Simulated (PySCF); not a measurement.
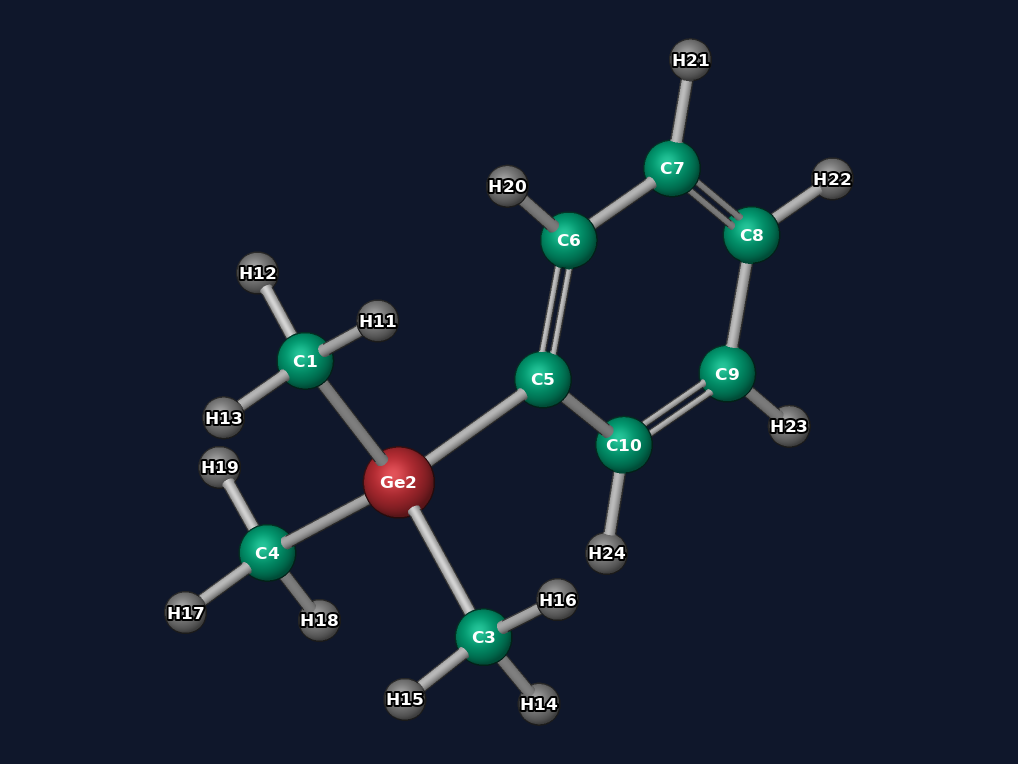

The questions are on isotropic NMR shieldings of the H atoms. The computed structure is the end point of a PBE0-D3(BJ)/def2-SVP optimisation. No frequency run is at hand to confirm it as a minimum. Method: GIAO PBE0/pcSseg-1 NMR shielding, non-relativistic, gas phase (PySCF 2.14.0).

Give the isotropic NMR shieldings of the H atoms atom by atom.

| atom | σ (ppm) |
| --- | --- |
| H11 | 30.79 |
| H12 | 30.79 |
| H13 | 30.99 |
| H14 | 30.86 |
| H15 | 31.08 |
| H16 | 31.09 |
| H17 | 31.09 |
| H18 | 30.85 |
| H19 | 31.09 |
| H20 | 23.74 |
| H21 | 23.87 |
| H22 | 23.85 |
| H23 | 23.81 |
| H24 | 23.71 |
